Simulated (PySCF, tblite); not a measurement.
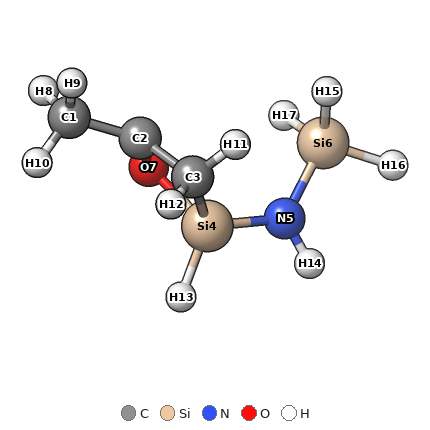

First-order isotropic EPR spectrum (fast tumbling, first derivative) of C₃H₁₀NOSi₂, SMILES C[C]1C[Si@H](N[SiH3])O1, doublet at 9.75 GHz, Lorentzian lines of 0.14 mT full width at half height, from computed g and hyperfine couplings (B3LYP/pcH-1 with PySCF, at a GFN2-xTB geometry (a minimum by its frequencies), gas phase); values of one conformer, averaged over methyl-type rotors alone; other conformers aren't averaged in; no vibrational averaging; dilute isotopes left out. The SMILES is one Lewis form and needn't show where the spin sits.

Give g and the hyperfine couplings.

Answer. g_iso = 2.0031, which centres the spectrum at 347.8 mT; it spans 11.6 mT.

| nuclei | isotope | a (mT) | a (MHz) |
| --- | --- | --- | --- |
| H11 | ¹H | 2.84 | 79.5 |
| H8, H9, H10 | ¹H | 2.04 | 57.3 |
| H12 | ¹H | 1.77 | 49.7 |
| H13 | ¹H | 0.71 | 19.9 |
| N5 | ¹⁴N | −0.03 | −0.8 |
| H14 | ¹H | −0.01 | −0.4 |

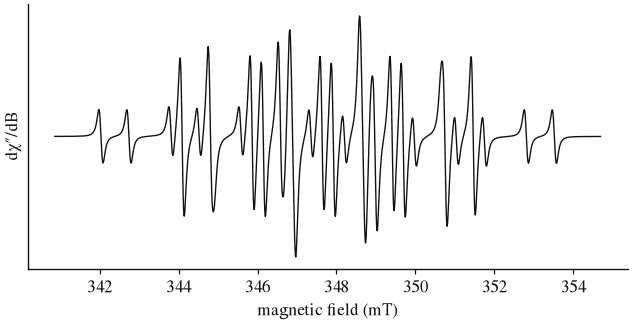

Caveats: the tight-binding geometry is rougher than a DFT one and adds to the error.
